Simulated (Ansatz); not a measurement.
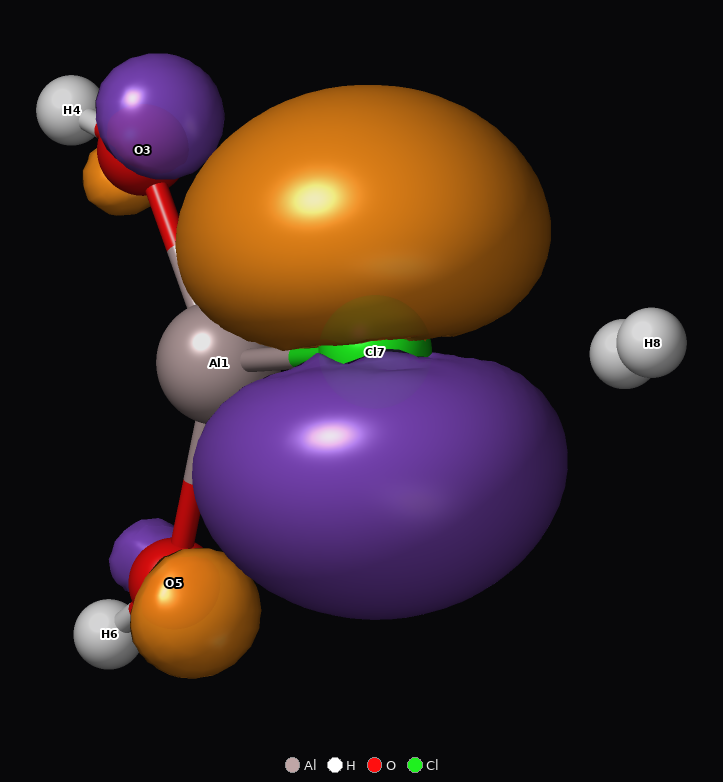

The picture shows: AlClH₂O₂···H₂. The HOMO at ±0.1 Å⁻³ᐟ² (orange and purple are the two phases), seen across its widest extent.

Method: RHF/def2-SVP (Ansatz).

Input file:

```
crystal:
  periodic: [false, false, false]
  atoms:
    - { symbol: Al, position_ang: [0.024618, 0.544525, -0.384921] }
    - { symbol: H, position_ang: [-0.038003, -0.035329, 2.313084] }
    - { symbol: O, position_ang: [1.486023, -0.16512, -0.774858] }
    - { symbol: H, position_ang: [1.749608, -0.97647, -1.168506] }
    - { symbol: O, position_ang: [-1.491151, -0.11128, -0.594247] }
    - { symbol: H, position_ang: [-1.915778, -0.902673, -0.860768] }
    - { symbol: Cl, position_ang: [0.116292, 2.565362, 0.439507] }
    - { symbol: H, position_ang: [0.018391, 0.662785, 2.18231] }
basis:
  gaussian: { orbitals: def2-SVP }
hamiltonian:
  xc: hf
relax:
  f_tol: 0.03
  max_steps: 50
output:
  orbitals: {}
```

Run with:

```sh
ansatz run input.yaml --threads 1 --pin off --max-ram 2048MiB --backend cpu --events-out ev --progress --plain --runs-dir out
```

The fields are those of the run's last geometry, not of the input's.

Describe this orbital and give its energy.

Its weight (Hirshfeld) is mainly on Cl7 (about 90 %); largely a lone pair of Cl7. Its energy is −12.23 eV.
